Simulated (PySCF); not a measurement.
**What a change does: single-point calculation on SiHSBr$_{3}$**

System: SiHSBr$_{3}$, SMILES S[Si](Br)(Br)Br.
Method of the first run: B3LYP/def2-TZVP single-point energy, gas phase (PySCF 2.14.0).

The geometry comes from this level: PBE0-D3(BJ)/def2-SVP. Text and figures count atoms from 1; the logs count them from 0 in places.

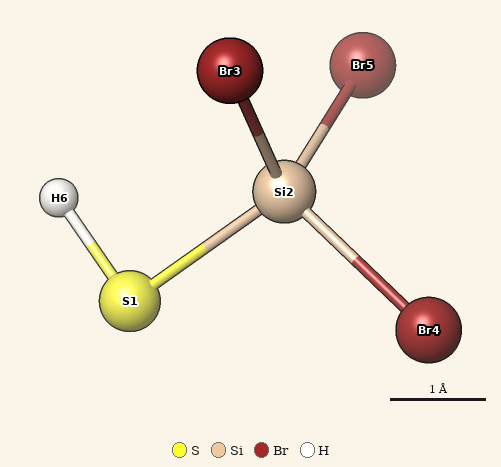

Figure 1. The input geometry (ball-and-stick view, seen at a tilt; atoms are numbered from 1 in the order of the input). Bond lengths as drawn: Br–Si 2.20 to 2.21 Å, H–S 1.35 Å and S–Si 2.12 Å.

The input, the first run:
```
{"job": {"xc": "B3LYP", "basis": "def2-TZVP", "kind": "sp"}, "charge": 0, "multiplicity": 1}
S      1.301277    -1.113083    -0.518583
Si    -0.399309     0.050535    -0.018327
Br    -0.299779     2.091487    -0.863901
Br    -2.124015    -1.013646    -0.882118
Br    -0.640595     0.254898     2.170979
H      2.165545    -0.268199     0.090376
```

The first line tells a small driver script what to run in PySCF; the rest is the geometry in Å.

Command:
```bash
OMP_NUM_THREADS=1 python <driver script> task.json out
```

Hardware: 1 CPU thread, shared host.

Output (the first run):
```
coarse grid: 37200 points
cycle   1  E = -8411.0192504335  dE = -2.577e+00  |g| = 5.981e-01  |ddm| = 2.505e+00
cycle   2  E = -8410.9709790969  dE =  4.827e-02  |g| = 6.457e-01  |ddm| = 8.896e-01
cycle   3  E = -8411.0564181973  dE = -8.544e-02  |g| = 2.224e-01  |ddm| = 6.602e-01
cycle   4  E = -8411.0687279294  dE = -1.231e-02  |g| = 2.234e-02  |ddm| = 1.732e-01
cycle   5  E = -8411.0688293674  dE = -1.014e-04  |g| = 8.985e-03  |ddm| = 2.749e-02
cycle   6  E = -8411.0688514326  dE = -2.207e-05  |g| = 1.575e-03  |ddm| = 1.019e-02
cycle   7  E = -8411.0688520872  dE = -6.545e-07  |g| = 3.733e-04  |ddm| = 1.573e-03
final grid: 68272 points
cycle   8  E = -8411.0688945875  dE = -3.774e-08  |g| = 4.291e-04  |ddm| = 1.191e-03
cycle   9  E = -8411.0688945542  dE =  3.323e-08  |g| = 5.620e-04  |ddm| = 7.561e-04
cycle  10  E = -8411.0688946212  dE = -6.693e-08  |g| = 9.274e-05  |ddm| = 4.707e-04
cycle  11  E = -8411.0688946233  dE = -2.086e-09  |g| = 9.477e-06  |ddm| = 7.707e-05
cycle  12  E = -8411.0688946233  dE = -3.274e-11  |g| = 2.718e-06  |ddm| = 9.458e-06
converged SCF energy = -8411.0688946233
```

For the second run the input was changed thus:
```diff
-"xc": "B3LYP"
+"xc": "wB97X"
+"solvent": "chloroform"
```

Predict how the results change.

The total energies belong to different models, so their difference says nothing on which is more stable or more accurate. The HOMO goes from −7.78 to −10.29 eV. The LUMO goes from −1.68 to 0.78 eV. The dipole moment goes from 0.99 to 1.36 D. The functional changes from B3LYP to wB97X. The SCF takes 11 iterations against 12.

Output (the second run):
```
coarse grid: 37200 points
cycle   1  E = -8410.9496140408  dE = -2.548e+00  |g| = 6.461e-01  |ddm| = 2.452e+00
cycle   2  E = -8410.9800965810  dE = -3.048e-02  |g| = 5.138e-01  |ddm| = 8.840e-01
cycle   3  E = -8411.0383110701  dE = -5.821e-02  |g| = 6.920e-02  |ddm| = 4.269e-01
cycle   4  E = -8411.0391716940  dE = -8.606e-04  |g| = 1.863e-02  |ddm| = 5.357e-02
cycle   5  E = -8411.0392801469  dE = -1.085e-04  |g| = 4.641e-03  |ddm| = 2.583e-02
cycle   6  E = -8411.0392889407  dE = -8.794e-06  |g| = 1.048e-03  |ddm| = 7.166e-03
final grid: 68272 points
cycle   7  E = -8411.0393731365  dE = -7.970e-07  |g| = 9.661e-04  |ddm| = 2.387e-03
cycle   8  E = -8411.0393732406  dE = -1.041e-07  |g| = 6.697e-04  |ddm| = 1.006e-03
cycle   9  E = -8411.0393732805  dE = -3.993e-08  |g| = 6.895e-05  |ddm| = 3.403e-04
cycle  10  E = -8411.0393732850  dE = -4.453e-09  |g| = 2.376e-05  |ddm| = 1.693e-04
cycle  11  E = -8411.0393732854  dE = -3.656e-10  |g| = 3.109e-06  |ddm| = 5.785e-05
converged SCF energy = -8411.0393732854
```

The two runs side by side:

```tsv
quantity	the first run	the second run
outcome	converged	converged
total energy (hartree)	−8411.068895	−8411.039373
HOMO (eV)	−7.78	−10.29
LUMO (eV)	−1.68	0.78
dipole moment (D)	0.99	1.36
SCF iterations	12	11
basis functions	224	224
wall time (shared host)	26 s	32 s
```
